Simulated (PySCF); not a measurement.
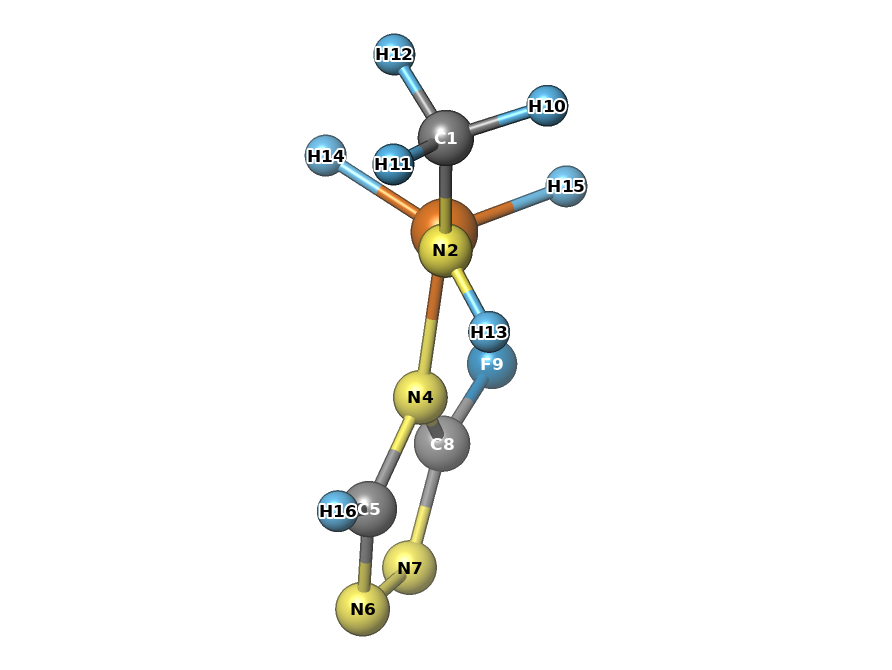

Si3 lies behind N2. The molecule seen nearly along the N2–Si3 bond, N2 in front. Depth is shown by fading: the farther an atom, the more it takes the colour of the background. Computed geometry: GFN2-xTB optimisation. No frequency run is at hand to confirm it as a minimum.

### What is the torsion angle C1–N2–Si3–N4? The sign is positive where the front bond must turn clockwise to cover the back bond.

−172°, antiperiplanar (anti).
